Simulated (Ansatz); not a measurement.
## Electronic structure of CH₆O₃Si in real space

```yaml
atoms:
  - { symbol: Si, position_ang: [-0.2439, -0.2235, 0.1640] }
  - { symbol: C, position_ang: [0.8661, 1.1566, -0.3763] }
  - { symbol: O, position_ang: [0.0506, -1.6441, -0.6554] }
  - { symbol: H, position_ang: [-0.0006, -1.6122, -1.6147] }
  - { symbol: O, position_ang: [-1.7896, 0.3267, -0.0615] }
  - { symbol: O, position_ang: [-0.0338, -0.6466, 1.7520] }
  - { symbol: H, position_ang: [0.7335, 2.0320, 0.2773] }
  - { symbol: H, position_ang: [0.6361, 1.4726, -1.4056] }
  - { symbol: H, position_ang: [1.9227, 0.8530, -0.3345] }
  - { symbol: H, position_ang: [-2.4770, -0.1899, 0.3701] }
  - { symbol: H, position_ang: [0.3357, -1.5246, 1.8847] }
```

Method: RKS PBE0-D4/def2-SVP in Ansatz 0.2.0.

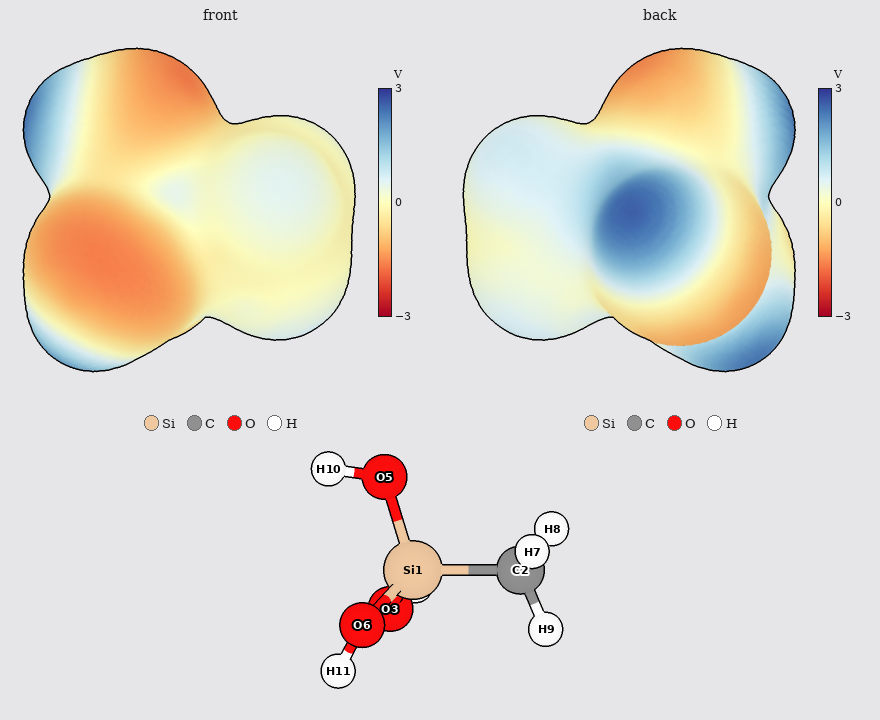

Figure 1. The electrostatic potential painted on the density surface at 0.002 e/bohr³, seen from the front and from behind; the colour scale runs from red (negative) to blue (positive). The bare structure is drawn below in the same view.

Question: Describe the electrostatic potential map.

Answer: The most negative region (about −1.6 V) lies over O5 and O6, the most positive (about +2.5 V) over H4.

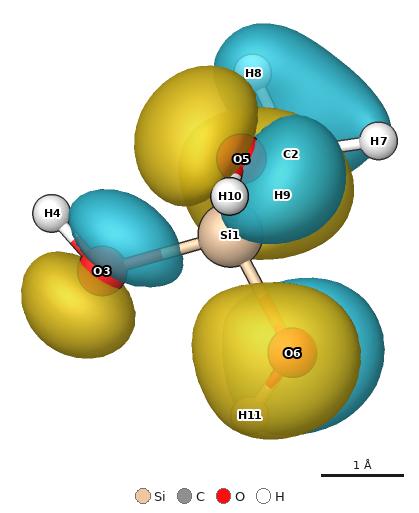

Figure 2. The HOMO at ±0.08 Å⁻³ᐟ² (yellow and cyan are the two phases), seen at an oblique angle.

Question: What is the character of this orbital?

Answer: Its weight (Hirshfeld) is mainly on O6 (about 35 %), O5 (about 20 %), C2 (about 15 %), Si1 (about 10 %) and O3 (about 10 %). Its energy is −8.47 eV.
